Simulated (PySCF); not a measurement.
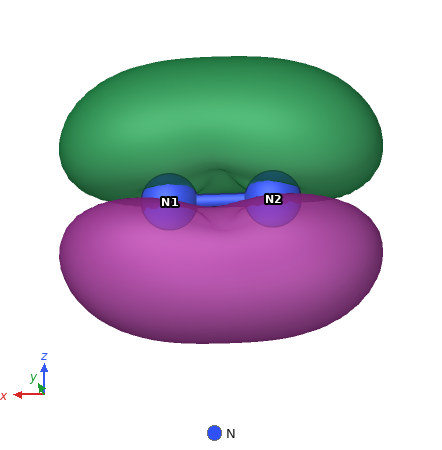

Figure. N2, SMILES `N#N`. Change of the electron density in a uniform field of 0.21 V/Å, surfaces at ±0.0006 e/Å³ (green: gain, purple: loss).

PySCF calculation, B3LYP/def2-SVPD, gas phase; geometry: GFN2-xTB. No frequency check shows the geometry to be a minimum.

### Along which Cartesian direction does the field point?

Along −z: electrons gather on the +z side, against the field.

### What dipole is induced, and what polarisability does it imply?

The induced dipole is 0.09 D (along the field); α along this axis, from the fields in both directions, is 9 bohr³ (1.4 Å³).

### Which atoms gain and lose the most charge?

Hardly any: no atom's Hirshfeld charge changes by as much as 0.002 e. The density shifts from one side of each atom to the other; 0.013 electrons are displaced in all.
